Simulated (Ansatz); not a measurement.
# What a change does: single-point calculation on CH₄FGeN

System: CH₄FGeN, SMILES N=[C](F)[GeH3].
Method of run 1: RKS wB97M-V/def2-SVP (Ansatz 0.2.0).

The geometry comes from this level: PBE0-D4/def2-TZVP. Text and figures count atoms from 1; the logs count them from 0 in places.

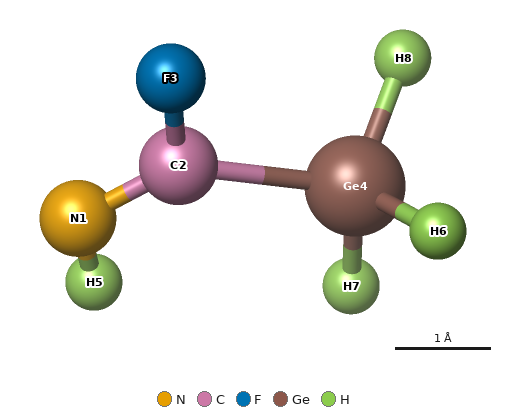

Figure 1. The structure (ball-and-stick view, seen at a tilt; atoms are numbered from 1 in the order of the input). Sticks mark near contacts. Bond lengths as drawn: C–F 1.35 Å, C–Ge 1.98 Å, C–N 1.25 Å, Ge–H 1.53 Å and H–N 1.02 Å.

### The input, run 1
```yaml
crystal:
  periodic: [false, false, false]
  atoms:
    - {symbol: N, position_ang: [1.895869, 0.222254, -0.348528]}
    - {symbol: C, position_ang: [0.908058, 0.027267, 0.385604]}
    - {symbol: F, position_ang: [1.137380, -0.127061, 1.702377]}
    - {symbol: Ge, position_ang: [-1.019876, -0.103784, -0.035486]}
    - {symbol: H, position_ang: [1.617199, 0.325378, -1.319862]}
    - {symbol: H, position_ang: [-1.766230, 1.006927, 0.710324]}
    - {symbol: H, position_ang: [-1.149662, 0.071557, -1.553948]}
    - {symbol: H, position_ang: [-1.530739, -1.479638, 0.403720]}
basis:
  gaussian: {orbitals: def2-SVP}
hamiltonian: {xc: {name: wB97M-V}}
output: {orbitals: {seedname: orbitals}}
```

Hardware: 4 CPU threads, shared host.

### Output (run 1)
```
Functional definition: wB97M-V
  parameter omega = 0.3/bohr
  parameter cx = 0.15
  parameter cx01 = 1.007
  parameter cx10 = 0.259
  parameter css00 = 0.443
  parameter css04 = -1.437
  parameter css10 = -4.535
  parameter css20 = -3.390
  parameter css43 = 4.278
  parameter cos00 = 1.000
  parameter cos10 = 1.358
  parameter cos20 = 2.924
  parameter cos21 = -8.812
  parameter cos60 = -1.390
  parameter cos61 = 9.142
  parameter b = 6.0
  parameter c = 0.01
  gx(w, u) = 1 - cx + cx01*u + cx10*w
  gss(w, u) = css00 + css04*u^4 + css10*w + css20*w^2 + css43*w^4*u^3
  gos(w, u) = cos00 + cos10*w + (cos20 + cos21*u)*w^2 + (cos60 + cos61*u)*w^6
  exchange = spin_sum(e_x_unif_sr(omega)*gx(b97_w, b97_u_x)) + cx*exact_x_sr(omega) + exact_x_lr(omega)
  correlation = spin_sum(e_c_pw_mod_same_spin*gss(b97_w, b97_u_same))
      + integral(e_c_pw_mod_opposite_spin*gos(b97_w_opposite, b97_u_opposite)) + vv10(b, c)
938 factors; integrals over basis functions are off by at most 1.3e-3 eV
243 factors; integrals over basis functions are off by at most 4.8e-6 eV
mean field evaluation 1: about -61806.4339 eV, gradient 4.3e1 eV
mean field evaluation 2: about -61805.6477 eV, gradient 4.9e1 eV
mean field evaluation 4: about -61810.1147 eV, gradient 2.2e0 eV
mean field evaluation 8: about -61810.1805 eV, gradient 2.0e-1 eV
mean field evaluation 16: about -61810.1806 eV, gradient 3.3e-5 eV
mean field -61810.18064553 eV, -2271.4822422780 hartree, gradient 3.3e-5 eV, S^2 0.000000; 0 other end points of the search recorded, 0 dependent functions left out
reference -61810.18068092 eV, -2271.4822435785 hartree; 29, 29 occupied and 65, 65 virtual orbitals, 938 factors
Total energy: -61810.18068092 eV, -2271.4822435785 hartree
```

The input of run 2 differs as follows (lines with − go, lines with + come):
```diff
-  gaussian: {orbitals: def2-SVP}
+  gaussian: {orbitals: "def2-QZVPP.json"}
```

What does this change do to the results?

The total energy of run 2 is 348.0 kcal/mol lower, which measures the change of basis and not a stability. The HOMO goes from −10.28 to −10.53 eV. The LUMO goes from 1.84 to 1.45 eV. The basis functions go from 94 to 380.

### Output (run 2)
```
Functional definition: wB97M-V
  parameter omega = 0.3/bohr
  parameter cx = 0.15
  parameter cx01 = 1.007
  parameter cx10 = 0.259
  parameter css00 = 0.443
  parameter css04 = -1.437
  parameter css10 = -4.535
  parameter css20 = -3.390
  parameter css43 = 4.278
  parameter cos00 = 1.000
  parameter cos10 = 1.358
  parameter cos20 = 2.924
  parameter cos21 = -8.812
  parameter cos60 = -1.390
  parameter cos61 = 9.142
  parameter b = 6.0
  parameter c = 0.01
  gx(w, u) = 1 - cx + cx01*u + cx10*w
  gss(w, u) = css00 + css04*u^4 + css10*w + css20*w^2 + css43*w^4*u^3
  gos(w, u) = cos00 + cos10*w + (cos20 + cos21*u)*w^2 + (cos60 + cos61*u)*w^6
  exchange = spin_sum(e_x_unif_sr(omega)*gx(b97_w, b97_u_x)) + cx*exact_x_sr(omega) + exact_x_lr(omega)
  correlation = spin_sum(e_c_pw_mod_same_spin*gss(b97_w, b97_u_same))
      + integral(e_c_pw_mod_opposite_spin*gos(b97_w_opposite, b97_u_opposite)) + vv10(b, c)
1325 factors; their error is unknown
289 factors; integrals over basis functions are off by at most 7.9e-6 eV
mean field evaluation 1: about -61820.6579 eV, gradient 5.1e1 eV
mean field evaluation 2: about -61819.6917 eV, gradient 5.6e1 eV
mean field evaluation 4: about -61825.1739 eV, gradient 2.8e0 eV
mean field evaluation 8: about -61825.2695 eV, gradient 4.3e-1 eV
mean field evaluation 16: about -61825.2697 eV, gradient 1.0e-5 eV
mean field -61825.26966348 eV, -2272.0367534599 hartree, gradient 1.0e-5 eV, S^2 0.000000; 0 other end points of the search recorded, 0 dependent functions left out
reference -61825.26971942 eV, -2272.0367555157 hartree; 29, 29 occupied and 351, 351 virtual orbitals, 1325 factors
Total energy: -61825.26971942 eV, -2272.0367555157 hartree
```

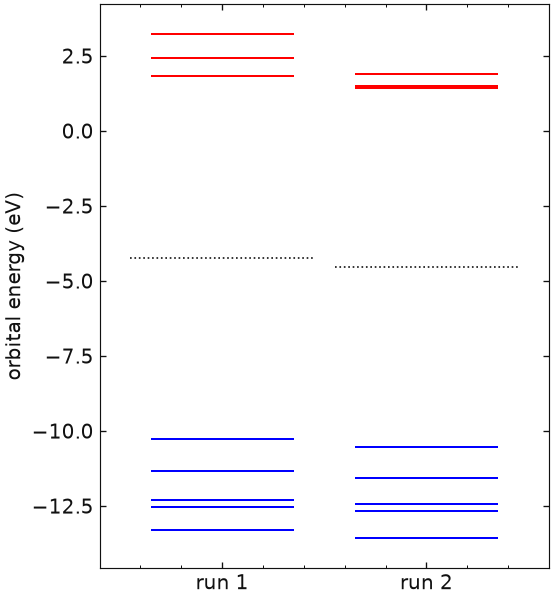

Figure 2. The five highest filled and three lowest empty orbital energies of the two runs; the dotted lines part filled from empty levels. The HOMO–LUMO gap is 12.11 eV in run 1 and 11.97 eV in run 2.

### The two runs side by side

```tsv
quantity	run 1	run 2
outcome	converged	converged
total energy (hartree)	−2271.482244	−2272.036756
HOMO (eV)	−10.28	−10.53
LUMO (eV)	1.84	1.45
basis functions	94	380
wall time (shared host)	1.9 s	7 s
```
